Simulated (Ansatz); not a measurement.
## Ir under a change: Sn on a Ir site, symmetric start

Take a 27-atom supercell of Ir in the fcc (Cu type) structure (space group Fm-3m, No. 225; a = 3.8305 Å) at its relaxed geometry as the base.

Now apply this change: a neutral Sn on a Ir site, symmetric start, atoms relaxed at fixed cell.

Computed with PBEsol (Ansatz, a quantum-chemistry and plane-wave program), no SOC. k-mesh 5×5×5 (Γ-centred); smearing 0.05 eV (Fermi–Dirac).

The pressure grows by 4.8 GPa to 4.7 GPa and the energy gained by relaxation comes out as 0.09 eV. The mean distance from the defect site to its nearest host atoms rises by 0.02 Å, from 2.71 Å to 2.73 Å.

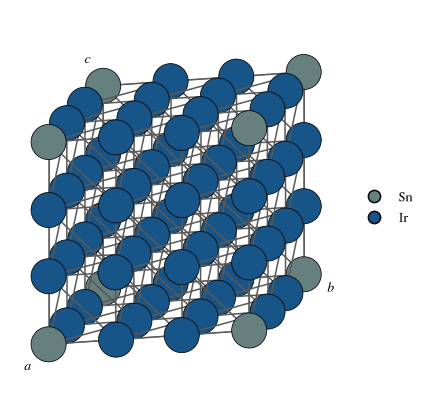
Figure: The relaxed cell after the change

In so small a cell the defect repeats every few ångströms: this is an ordered compound, not a dilute defect. The defect started on the symmetric site and kept its symmetry, so it may sit on a saddle. The final runs are not spin-polarised. The defect cell is not spin-polarised.
